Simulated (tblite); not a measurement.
**Geometry relaxation, with input and output: C5H10FNSi2 (part 1 of 3)**

- system: C5H10FNSi2
- method: GFN2-xTB geometry optimisation, gas phase (tblite 0.8.0)

It belongs to a series of runs on one base structure; here: H on C replaced by vinyl.

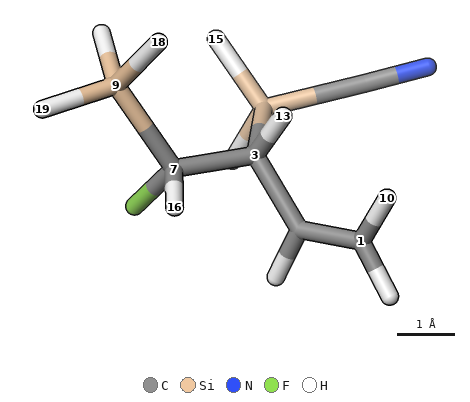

Figure 1. The structure as given in the input (stick view, seen at a tilt; atoms are numbered from 1 in the order of the input).

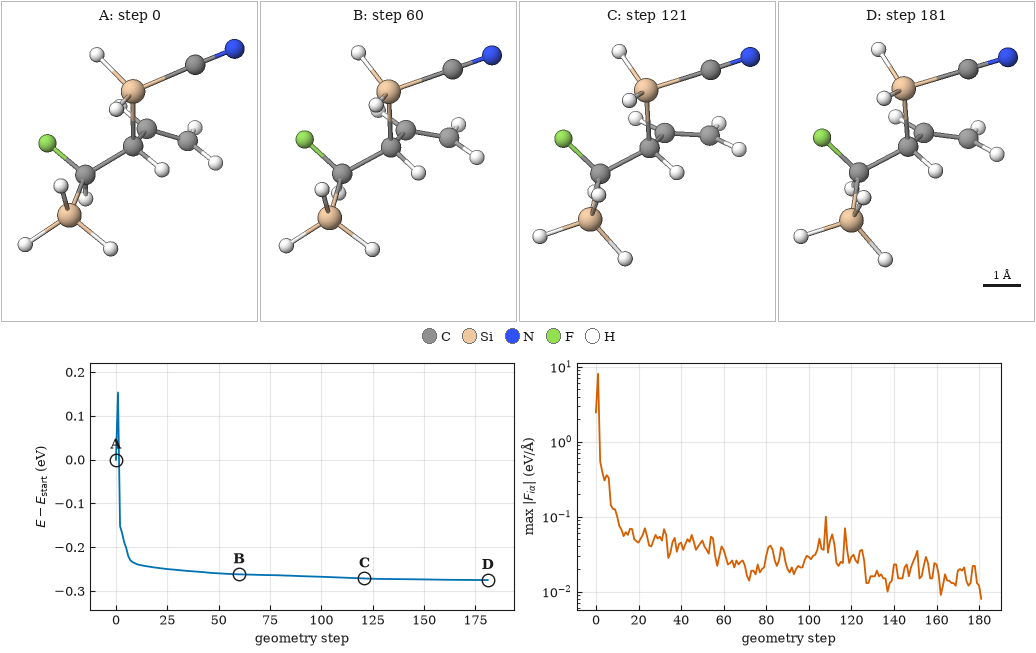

Figure 2. Frames of the relaxation (ball-and-stick view, seen at a tilt) above the curves, on which the letters mark them (steps are counted from 0).

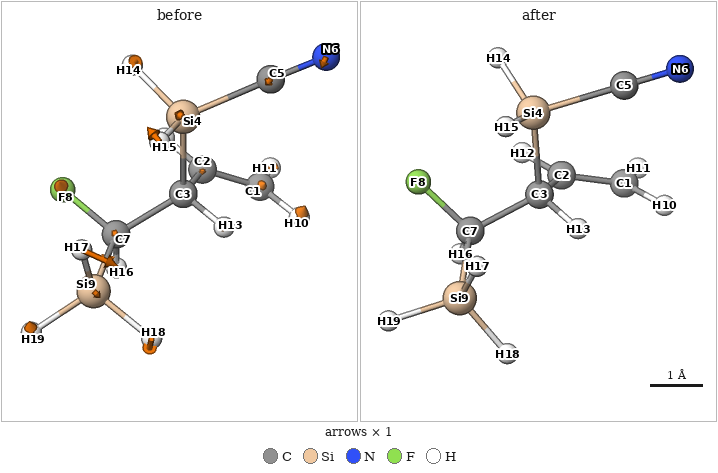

Figure 3. Before (left) and after (right) the relaxation, at one scale (ball-and-stick view, seen at a tilt). The orange arrows give the displacements, at true length. The largest move after the best rigid fit is that of H17, 0.78 Å. By element the largest moves are H 0.78 Å, F 0.45 Å, Si 0.26 Å, N 0.26 Å, C 0.22 Å. Distances before and after: C7–Si9 1.876 → 1.921 Å, C2–C3 1.532 → 1.494 Å, Si4–H14 1.490 → 1.460 Å, C7–F8 1.374 → 1.403 Å. Among the angles that change: H14–Si4–H15 107.3° → 113.8°, C3–Si4–C5 110.3° → 104.1°, Si4–C3–C7 114.7° → 109.3°. Over 181 geometry steps the energy falls by 0.275 eV. Largest force component: 2.5 eV/Å at the start, 0.008 eV/Å at the end. (Atoms are counted from 1 in the order of the input.)

The input that produced these results follows, with the program's output.

**The input**
```
{"job": {"kind": "relax", "xc": "GFN2-xTB", "basis": "xTB"}, "charge": 0, "multiplicity": 1}
C     -2.144900    -1.439100    -0.983300
C     -1.544900    -0.777100     0.002700
C     -0.159700    -0.132500    -0.110300
Si    -0.316600     1.805700    -0.015000
C     -1.315300     2.445700    -1.455700
N     -1.921900     2.841500    -2.377100
C      0.789300    -0.751600     0.924100
F      0.454300    -0.294200     2.175600
Si     2.637800    -0.530500     0.696100
H     -1.718000    -1.536700    -1.966200
H     -3.132400    -1.891200    -0.830300
H     -2.038500    -0.728600     0.985800
H      0.218600    -0.332900    -1.109200
H     -0.935100     2.179600     1.288300
H      1.052500     2.383100    -0.036700
H      0.625400    -1.838800     0.959400
H      3.016500     0.906000     0.824400
H      3.017200    -0.979200    -0.669400
H      3.405900    -1.320000     1.689300
```

The first line tells a small driver script what to run in tblite; the rest is the geometry in Å.

Command:
```bash
OMP_NUM_THREADS=1 python <driver script> task.json out
```

**Log**
```
step      E/eV     max force
  0    -729.71650    3.123
  1    -729.56312   10.350
  2    -729.86819    0.678
  3    -729.88404    0.490
  4    -729.90468    0.422
  5    -729.91804    0.415
  6    -729.93679    0.332
  7    -729.94622    0.171
  8    -729.94996    0.138
  9    -729.95245    0.139
 10    -729.95480    0.110
 11    -729.95631    0.078
 12    -729.95732    0.074
 13    -729.95820    0.074
 14    -729.95909    0.069
 15    -729.95992    0.066
 16    -729.96067    0.074
 17    -729.96142    0.076
 18    -729.96216    0.057
 19    -729.96278    0.057
 20    -729.96328    0.058
 21    -729.96379    0.065
 22    -729.96446    0.062
 23    -729.96525    0.081
 24    -729.96591    0.068
 25    -729.96631    0.051
 26    -729.96662    0.041
 27    -729.96701    0.056
 28    -729.96749    0.070
 29    -729.96799    0.065
 30    -729.96844    0.076
 31    -729.96888    0.064
 32    -729.96935    0.071
 33    -729.96979    0.060
 34    -729.97014    0.036
 35    -729.97044    0.038
 36    -729.97078    0.064
 37    -729.97117    0.073
 38    -729.97155    0.050
 39    -729.97188    0.044
 40    -729.97219    0.046
 41    -729.97254    0.048
 42    -729.97296    0.057
 43    -729.97346    0.074
 44    -729.97402    0.072
 45    -729.97454    0.060
 46    -729.97493    0.050
 47    -729.97522    0.041
 48    -729.97552    0.043
 49    -729.97586    0.057
 50    -729.97618    0.058
 51    -729.97642    0.041
 52    -729.97660    0.038
 53    -729.97683    0.039
 54    -729.97715    0.065
 55    -729.97750    0.061
 56    -729.97776    0.041
 57    -729.97793    0.027
 58    -729.97807    0.037
 59    -729.97826    0.048
 60    -729.97845    0.041
 61    -729.97860    0.033
 62    -729.97870    0.024
 63    -729.97881    0.029
 64    -729.97893    0.034
 65    -729.97907    0.027
 66    -729.97920    0.032
 67    -729.97933    0.029
 68    -729.97945    0.027
 69    -729.97957    0.034
 70    -729.97968    0.026
 71    -729.97976    0.018
 72    -729.97982    0.017
 73    -729.97988    0.021
 74    -729.97995    0.021
 75    -729.98006    0.026
 76    -729.98017    0.033
 77    -729.98027    0.024
 78    -729.98035    0.022
 79    -729.98043    0.025
 80    -729.98056    0.037
 81    -729.98077    0.053
 82    -729.98101    0.051
 83    -729.98121    0.041
 84    -729.98134    0.035
 85    -729.98142    0.027
 86    -729.98155    0.036
 87    -729.98177    0.052
 88    -729.98203    0.047
 89    -729.98228    0.031
 90    -729.98246    0.026
 91    -729.98258    0.023
 92    -729.98270    0.024
 93    -729.98280    0.021
 94    -729.98290    0.022
 95    -729.98298    0.024
 96    -729.98309    0.025
 97    -729.98322    0.030
 98    -729.98344    0.032
 99    -729.98367    0.031
100    -729.98388    0.030
101    -729.98405    0.028
102    -729.98423    0.032
103    -729.98447    0.037
104    -729.98472    0.038
105    -729.98487    0.064
106    -729.98494    0.053
107    -729.98504    0.052
108    -729.98513    0.127
109    -729.98526    0.045
110    -729.98541    0.057
111    -729.98557    0.065
112    -729.98585    0.045
113    -729.98610    0.028
114    -729.98626    0.030
115    -729.98639    0.038
116    -729.98653    0.033
117    -729.98664    0.076
118    -729.98695    0.050
119    -729.98735    0.038
120    -729.98760    0.046
121    -729.98776    0.039
122    -729.98791    0.027
123    -729.98809    0.029
124    -729.98831    0.041
125    -729.98850    0.044
126    -729.98864    0.034
127    -729.98872    0.020
128    -729.98877    0.017
129    -729.98881    0.017
130    -729.98887    0.016
131    -729.98892    0.019
132    -729.98898    0.024
133    -729.98904    0.023
134    -729.98910    0.023
135    -729.98916    0.017
136    -729.98922    0.021
137    -729.98927    0.014
138    -729.98931    0.017
139    -729.98937    0.018
140    -729.98943    0.027
141    -729.98948    0.027
142    -729.98953    0.018
143    -729.98957    0.015
144    -729.98961    0.020
145    -729.98965    0.029
146    -729.98970    0.030
147    -729.98976    0.020
148    -729.98984    0.023
149    -729.98993    0.027
150    -729.99002    0.039
151    -729.99010    0.045
152    -729.99017    0.019
153    -729.99024    0.019
154    -729.99029    0.027
155    -729.99038    0.037
156    -729.99046    0.031
157    -729.99054    0.021
158    -729.99061    0.020
159    -729.99069    0.028
160    -729.99075    0.028
161    -729.99079    0.023
162    -729.99082    0.010
163    -729.99084    0.014
164    -729.99086    0.020
165    -729.99089    0.016
166    -729.99092    0.016
167    -729.99096    0.013
168    -729.99099    0.014
169    -729.99102    0.014
170    -729.99105    0.020
171    -729.99109    0.020
172    -729.99114    0.024
173    -729.99119    0.027
174    -729.99123    0.019
175    -729.99126    0.013
176    -729.99128    0.014
177    -729.99131    0.024
178    -729.99134    0.025
179    -729.99137    0.015
180    -729.99140    0.013
181    -729.99142    0.010
```

**Trajectory as extended XYZ (Å, eV, eV/Å), 25 of the 182 frames kept, from step=0 to step=181**
```
19
Properties=species:S:1:pos:R:3:forces:R:3 step=0 energy=-729.71650
C    -2.1449   -1.4391   -0.9833   -0.3080   0.1740   0.6300
C    -1.5449   -0.7771    0.0027    0.2210  -0.0700  -0.0830
C    -0.1597   -0.1325   -0.1103   -1.0290   0.1300  -0.0030
Si   -0.3166    1.8057   -0.0150    0.4070  -0.3000   1.0620
C    -1.3153    2.4457   -1.4557   -1.5260   0.8940  -2.3740
N    -1.9219    2.8415   -2.3771    1.6040  -1.0360   2.4710
C     0.7893   -0.7516    0.9241   -0.5790  -0.1760  -0.4950
F     0.4543   -0.2942    2.1756   -0.2100   0.2200   0.6110
Si    2.6378   -0.5305    0.6961    1.6010   0.5220  -0.3980
H    -1.7180   -1.5367   -1.9662    0.0350   0.0100  -0.0090
H    -3.1324   -1.8912   -0.8303    0.5740   0.2340  -0.1410
H    -2.0385   -0.7286    0.9858    0.4300   0.1040  -0.4940
H     0.2186   -0.3329   -1.1092    0.1850  -0.3140  -0.1720
H    -0.9351    2.1796    1.2883   -0.0200  -0.0540  -0.5230
H     1.0525    2.3831   -0.0367   -0.3480  -0.0540  -0.2370
H     0.6254   -1.8388    0.9594   -0.2970  -0.0590  -0.0050
H     3.0165    0.9060    0.8244   -0.1830  -0.4560   0.0270
H     3.0172   -0.9792   -0.6694   -0.2080   0.0520   0.3330
H     3.4059   -1.3200    1.6893   -0.3490   0.1780  -0.2010
19
Properties=species:S:1:pos:R:3:forces:R:3 step=8 energy=-729.94996
C    -2.1446   -1.4204   -0.9766    0.0470  -0.0030  -0.0070
C    -1.5266   -0.7691   -0.0079   -0.0010  -0.0080   0.0330
C    -0.1724   -0.1367   -0.1286   -0.0070  -0.0290  -0.0680
Si   -0.3009    1.7639    0.0445    0.0680   0.0290   0.1090
C    -1.2817    2.3936   -1.4101   -0.0800  -0.0310  -0.0450
N    -1.8732    2.8114   -2.2972   -0.0110  -0.0060  -0.0230
C     0.7783   -0.7468    0.9056   -0.0170  -0.0530   0.0080
F     0.4449   -0.2765    2.1775    0.0020   0.1060  -0.0060
Si    2.6752   -0.4986    0.6648   -0.0090   0.0060  -0.0150
H    -1.7108   -1.5243   -1.9589   -0.0090   0.0280   0.0100
H    -3.1071   -1.8818   -0.8316    0.0120   0.0420   0.0000
H    -1.9808   -0.6951    0.9712   -0.0050   0.0270   0.0290
H     0.2269   -0.3839   -1.1165    0.0780   0.0130  -0.0610
H    -0.9893    2.1907    1.2571   -0.0670  -0.0330   0.0360
H     1.0165    2.3826   -0.0938    0.0900   0.0330  -0.0140
H     0.5649   -1.8221    0.9538    0.0440  -0.1270   0.0310
H     3.0125    0.9152    0.8382   -0.0390  -0.0600  -0.0240
H     3.0010   -0.9881   -0.6773   -0.0370   0.0430   0.0210
H     3.3573   -1.3044    1.6783   -0.0600   0.0240  -0.0120
19
Properties=species:S:1:pos:R:3:forces:R:3 step=15 energy=-729.95992
C    -2.1390   -1.4150   -0.9746    0.0030   0.0260  -0.0120
C    -1.5174   -0.7645   -0.0090   -0.0150   0.0120  -0.0090
C    -0.1621   -0.1411   -0.1368    0.0330  -0.0210  -0.0060
Si   -0.2891    1.7638    0.0564    0.0280  -0.0420   0.0430
C    -1.2880    2.3721   -1.3985    0.0070   0.0040  -0.0130
N    -1.8700    2.7956   -2.2890   -0.0440  -0.0210  -0.0340
C     0.7760   -0.7593    0.9024    0.0110   0.0200   0.0310
F     0.4443   -0.2505    2.1607    0.0050   0.0160   0.0490
Si    2.6661   -0.5025    0.6588    0.0050  -0.0010  -0.0050
H    -1.7079   -1.5130   -1.9563    0.0200  -0.0060  -0.0570
H    -3.1042   -1.8676   -0.8318   -0.0290   0.0070   0.0130
H    -1.9681   -0.6822    0.9706   -0.0040   0.0110   0.0390
H     0.2440   -0.3818   -1.1242    0.0110   0.0040  -0.0420
H    -1.0109    2.1732    1.2598    0.0230  -0.0380  -0.0060
H     1.0289    2.3895   -0.0983   -0.0230   0.0010   0.0290
H     0.5685   -1.8383    0.9752   -0.0220   0.0450   0.0030
H     2.9972    0.9090    0.8315   -0.0190   0.0100  -0.0090
H     2.9876   -0.9769   -0.6852    0.0010  -0.0040  -0.0350
H     3.3346   -1.3013    1.6809    0.0090  -0.0240   0.0190
19
Properties=species:S:1:pos:R:3:forces:R:3 step=23 energy=-729.96525
C    -2.1377   -1.3967   -0.9844    0.0010   0.0010   0.0160
C    -1.5068   -0.7588   -0.0166   -0.0060   0.0290  -0.0260
C    -0.1477   -0.1462   -0.1438    0.0330   0.0230   0.0340
Si   -0.2842    1.7557    0.0571    0.0400  -0.0060   0.0700
C    -1.2855    2.3550   -1.3997   -0.0220  -0.0110   0.0050
N    -1.8905    2.7514   -2.2874   -0.0200  -0.0050  -0.0340
C     0.7781   -0.7530    0.9134    0.0060  -0.0130  -0.0280
F     0.4545   -0.2177    2.1650    0.0030   0.0060  -0.0450
Si    2.6671   -0.5113    0.6542   -0.0370   0.0130   0.0020
H    -1.7095   -1.5036   -1.9665    0.0200   0.0100  -0.0450
H    -3.1071   -1.8368   -0.8370   -0.0590  -0.0100  -0.0020
H    -1.9536   -0.6681    0.9649   -0.0150  -0.0150   0.0050
H     0.2630   -0.3864   -1.1311    0.0020  -0.0130   0.0450
H    -1.0101    2.1273    1.2705    0.0090  -0.0040  -0.0320
H     1.0275    2.3997   -0.0714   -0.0300  -0.0010   0.0080
H     0.5538   -1.8262    1.0044    0.0020   0.0190   0.0220
H     2.9755    0.9063    0.8187    0.0290   0.0050   0.0090
H     2.9760   -0.9703   -0.6993    0.0090  -0.0230   0.0060
H     3.3274   -1.3111    1.6814    0.0350  -0.0070  -0.0120
```
